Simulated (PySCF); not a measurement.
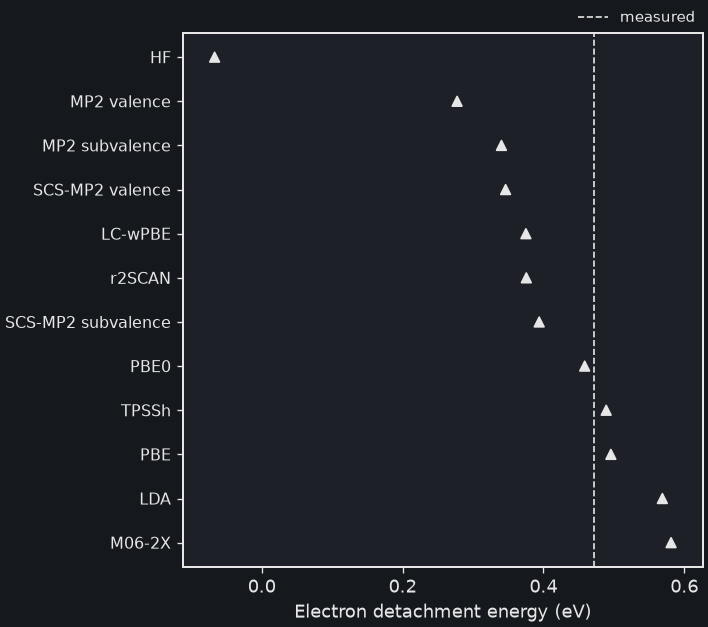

The electron detachment energy of Cs⁻ ([Xe] 6s² → [Xe] 6s) across levels of theory. PySCF, aug-cc-pwCVTZ-X2C, spin-free X2C-1e, unrestricted single determinants, no spin-orbit coupling. Methods marked “valence” freeze 54 core electrons; methods marked “subvalence” freeze 46 core electrons.

### Summarise the spread and list the values.

The values run from −0.067 eV (HF) to 0.581 eV (M06-2X). The measured value is 0.472 eV; nearest to it come PBE0 (−0.013) and TPSSh (+0.017), furthest HF (−0.539 eV).

```csv
Method,Electron detachment energy (eV)
HF,−0.067
LDA,0.569
PBE,0.496
PBE0,0.459
r2SCAN,0.376
M06-2X,0.581
TPSSh,0.489
LC-wPBE,0.375
MP2 valence,0.277
SCS-MP2 valence,0.346
MP2 subvalence,0.340
SCS-MP2 subvalence,0.394
```

Known limits: highest occupied orbital is unbound.
